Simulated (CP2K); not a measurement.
**C2H4BClO (SMILES ClC1CBO1), run twice**

Wanted: energy and forces of C2H4BClO, GFN2-xTB.

The results are computed with CP2K 2026.2.

2 further runs of the same task are left out: 2 set aside as unsound or not needed.

### Step 1. The system as given

C2H4BClO has 9 atoms, charge 0, and is taken as a singlet. SMILES: `ClC1CBO1`. The shape is that of a GFN2-xTB optimisation.

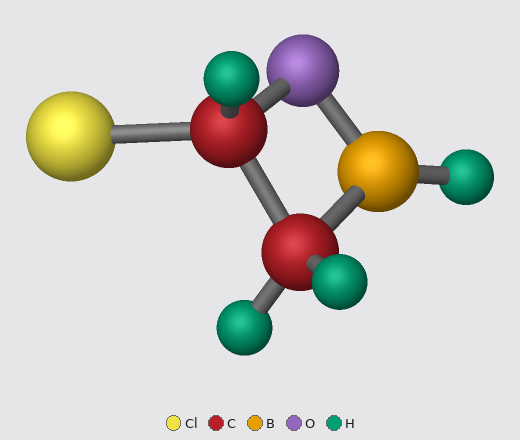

The structure, seen from a chosen angle (chlorine yellow, carbon red, boron amber, oxygen purple, hydrogen teal).

### Step 2. First attempt

job.inp reads:

```
&force_eval
    method QS
    &dft
        charge 0
        multiplicity 1
        &qs
            method XTB
            eps_default 1.0E-10
            &xtb
                gfn_type TBLITE
                &tblite
                    method GFN2
                &end tblite
                check_atomic_charges F
            &end xtb
        &end qs
        # no periodic images
        &poisson
            periodic NONE
            poisson_solver ANALYTIC
        &end poisson
        # self-consistent field
        &scf
            scf_guess ATOMIC
            eps_scf 1.0E-07
            max_scf 81
            added_mos 4
            &diagonalization
                algorithm STANDARD
            &end diagonalization
            &mixing
                method DIRECT_P_MIXING
                alpha 0.4
            &end mixing
            &smear ON
                method FERMI_DIRAC
                electronic_temperature [K] 300
            &end smear
        &end scf
        &print
            &moments
                periodic F
                reference COM
                max_moment 1
            &end moments
            &mo ON
                energies T
                occupation_numbers T
                ndigits 6
                &each
                    qs_scf 0
                &end each
                add_last NUMERIC
            &end mo
            &hirshfeld OFF
            &end hirshfeld
        &end print
    &end dft
    # structure
    &subsys
        # vacuum box
        &cell
            abc [angstrom] 13.7 12.2 13
            periodic NONE
        &end cell
        &coord
            Cl     5.004620     4.982805     7.490250
            C      6.072580     6.075905     6.591600
            C      7.499210     6.203835     7.139610
            B      7.804070     5.611125     5.695060
            O      6.486280     5.504865     5.369750
            H      6.686280     5.504865     5.369750
            H      7.678400     5.558825     7.995640
            H      7.784880     7.217195     7.407580
            H      8.695380     5.329155     5.004360
        &end coord
    &end subsys
    # extra output
    &print
        &forces ON
        &end forces
    &end print
&end force_eval

&global
    project_name job
    run_type ENERGY_FORCE
    print_level MEDIUM
&end global
```

Launch:

```
$ OMP_NUM_THREADS=1 cp2k.psmp -i job.inp -o job.out
```

The log of the run:

```text
CP2K| version string:                                       CP2K version 2026.2
[...]
 GLOBAL| Method name                                                        CP2K
[...]
 GLOBAL| Run type                                                   ENERGY_FORCE
[...]
                             - Atoms:                                          9
[...]
                             - Spherical basis functions:                     29
[...]
 *** WARNING in particle_methods.F:720 :: The distance between the atoms 5 ***
 *** and 6 is only 0.200 angstrom and thus smaller than the threshold of   ***
 *** 0.500 angstrom                                                        ***
[...]
 Number of electrons:                                                         28
[...]
  *** SCF run converged in    22 steps ***
[...]
  Fermi energy:                                                -0.29301625531825
[...]
 TB_DIPOLE| Moment [Debye]          3.73225655       0.75230340      -2.50498689
 TB_DIPOLE| Derivative [a.u.]       0.00000000       0.00000000       0.00000000
[...]
 ENERGY| Total FORCE_EVAL ( QS ) energy [hartree]             -5.867510201055440
 FORCES| Atomic forces [hartree/bohr]
 FORCES|   Atom     x               y               z               |f|
 FORCES|      1 -2.31004152E-03 -9.45144788E-03  2.43970750E-03   1.00308689E-02
 FORCES|      2 -3.30000402E-02  5.22568828E-02  3.73736461E-02   7.22258533E-02
 FORCES|      3  3.37881584E-03 -1.50130568E-02 -7.35000738E-03   1.70537644E-02
 FORCES|      4  1.17926688E-01  1.44105086E-02  4.56255459E-02   1.27263730E-01
 FORCES|      5 -4.73952663E+01 -1.61072950E-02  2.14039131E-03   4.73952691E+01
 FORCES|      6  4.73068683E+01 -3.08205118E-02 -7.37225301E-02   4.73069358E+01
 FORCES|      7  3.77799547E-04  8.64452994E-04  9.33843969E-04   1.32743212E-03
 FORCES|      8  1.73534273E-03 -6.94783401E-04 -1.15883348E-05   1.86929737E-03
 FORCES|      9  2.89471634E-04  4.55525051E-03 -7.42900897E-03   8.71919006E-03
 FORCES| Sum    -3.03549503E-15  2.34187669E-17 -1.01481323E-16
 FORCES| Total atomic force                                       3.03728118E-15
[...]
```

It took 1 s on 1 thread of Intel Xeon Platinum 8375C at 2.90GHz (Ice Lake), shared host; peak memory 0.19 GiB.

### Step 3. Diagnosis

It ran to the end. The result can't be trusted all the same.

Cause: two atoms lie on top of or far too near each other. As the program read them, the closest atoms are 0.20 Å apart, against 1.09 Å in the sound input.

### Step 4. Try two

mol.inp reads:

```
&FORCE_EVAL
 METHOD QUICKSTEP
 &DFT
  &QS
   METHOD XTB
   EPS_DEFAULT 1.0E-10
   &XTB
    GFN_TYPE TBLITE
    &TBLITE
     METHOD GFN2
    &END
    CHECK_ATOMIC_CHARGES F
   &END
  &END
  &POISSON
   PERIODIC NONE
   POISSON_SOLVER ANALYTIC
  &END
  &SCF
   SCF_GUESS ATOMIC
   EPS_SCF 1.0E-07
   MAX_SCF 150
   ADDED_MOS 4
   &DIAGONALIZATION
    ALGORITHM STANDARD
   &END
   &MIXING
    METHOD DIRECT_P_MIXING
    ALPHA 0.4
   &END
   &SMEAR ON
    METHOD FERMI_DIRAC
    ELECTRONIC_TEMPERATURE [K] 300
   &END
  &END
  # extra output
  &PRINT
   &MOMENTS
    PERIODIC F
    REFERENCE COM
    MAX_MOMENT 1
   &END
   &MO ON
    ENERGIES T
    OCCUPATION_NUMBERS T
    NDIGITS 6
    &EACH
     QS_SCF 0
    &END
    ADD_LAST NUMERIC
   &END
   &HIRSHFELD OFF
   &END
  &END
 &END
 &SUBSYS
  &CELL
   ABC 13.7 12.2 13
   PERIODIC NONE
  &END
  &COORD
   Cl     5.004620     4.982805     7.490250
   C      6.072580     6.075905     6.591600
   C      7.499210     6.203835     7.139610
   B      7.804070     5.611125     5.695060
   O      6.486280     5.504865     5.369750
   H      5.518200     7.003235     6.427150
   H      7.678400     5.558825     7.995640
   H      7.784880     7.217195     7.407580
   H      8.695380     5.329155     5.004360
  &END
 &END
 # extra output
 &PRINT
  &FORCES ON
  &END
 &END
&END

&GLOBAL
 PROJECT mol
 RUN_TYPE ENERGY_FORCE
 PRINT_LEVEL MEDIUM
&END
```

Launch:

```
$ OMP_NUM_THREADS=1 cp2k.psmp -i mol.inp > mol.out 2>&1
```

The log of the run:

```text
CP2K| version string:                                       CP2K version 2026.2
[...]
 GLOBAL| Method name                                                        CP2K
[...]
 GLOBAL| Run type                                                   ENERGY_FORCE
[...]
                             - Atoms:                                          9
[...]
                             - Spherical basis functions:                     29
[...]
 Number of electrons:                                                         28
[...]
  *** SCF run converged in    21 steps ***
[...]
  Fermi energy:                                                -0.27083125457319
[...]
 TB_DIPOLE| Moment [Debye]          2.23092644       1.48821757       0.11148183
 TB_DIPOLE| Derivative [a.u.]       0.00000000       0.00000000       0.00000000
[...]
 ENERGY| Total FORCE_EVAL ( QS ) energy [hartree]            -16.181646215975587
 FORCES| Atomic forces [hartree/bohr]
 FORCES|   Atom     x               y               z               |f|
 FORCES|      1  2.69799877E-04  2.06119038E-04 -2.17852448E-04   4.03406397E-04
 FORCES|      2 -5.21052526E-04 -9.27667740E-05  3.34010297E-04   6.25830878E-04
 FORCES|      3  1.27004855E-04 -2.06878551E-04  1.45601798E-04   2.83070400E-04
 FORCES|      4 -3.90222128E-05  2.37475071E-05  5.07693978E-06   4.59614240E-05
 FORCES|      5  8.05518223E-05 -7.58313495E-05 -1.43180433E-04   1.80940946E-04
 FORCES|      6  5.41252505E-05 -2.71282401E-05 -4.11991799E-05   7.32315272E-05
 FORCES|      7 -1.55407585E-05  8.58876403E-06 -3.15620930E-05   3.62139166E-05
 FORCES|      8  3.79938245E-05  1.79430243E-04 -1.15871544E-05   1.83774332E-04
 FORCES|      9  6.13986834E-06 -1.52806377E-05 -3.93077264E-05   4.26179918E-05
 FORCES| Sum    -1.73540110E-17 -4.10980386E-18 -2.43132337E-17
 FORCES| Total atomic force                                       3.01527034E-17
[...]
```

It took 1.1 s on 1 thread of Intel Xeon Platinum 8375C at 2.90GHz (Ice Lake), shared host; peak memory 0.19 GiB.

### Step 5. Results

Level: GFN2-xTB.

| quantity | value |
| --- | --- |
| total energy | -16.18165 Eh |
| dipole moment (from atomic charges alone) | 2.68 D |
| HOMO energy | -11.39 eV |
| LUMO energy | -6.47 eV |
| HOMO–LUMO gap | 4.92 eV |
| largest force on an atom | 0.032 eV/Å |

**Reading.** The first attempt's energy was +280.662 eV off this one. The dipole comes from point charges on the atoms alone, without atomic dipoles, so it is partial.
